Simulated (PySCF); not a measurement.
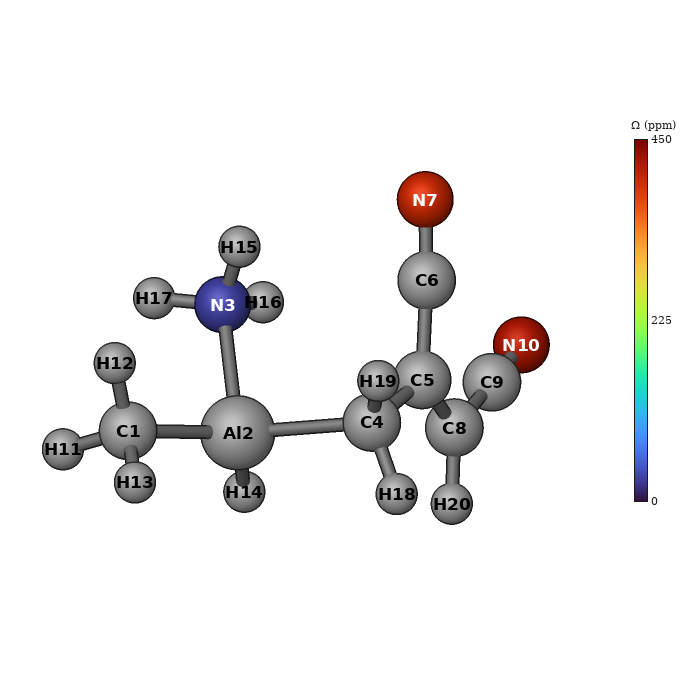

The N atoms are coloured by the span of their shielding tensor. The computed structure is the end point of a GFN2-xTB optimisation. No frequency run is at hand to confirm it as a minimum. Method: GIAO PBE0/pcSseg-1 NMR shielding, non-relativistic, gas phase (PySCF 2.14.0). Principal shieldings σ11 ≤ σ22 ≤ σ33, span Ω = σ33 − σ11, skew κ = 3(σiso − σ22)/Ω.

Give the shielding tensors of the N atoms.

| atom | σ11 | σ22 | σ33 | σiso | Ω | κ |
| --- | --- | --- | --- | --- | --- | --- |
| N3 | 217.4 | 236.8 | 246.1 | 233.4 | 28.7 | −0.35 |
| N7 | −194.0 | −186.2 | 207.3 | −57.6 | 401.3 | 0.96 |
| N10 | −216.5 | −175.7 | 205.0 | −62.4 | 421.5 | 0.81 |

Shieldings and span in ppm.

The geometry is semi-empirical. Around Al such bond lengths and angles can be off by a tenth of an ångström or more and by several degrees, and values that hang on the shape move with them.
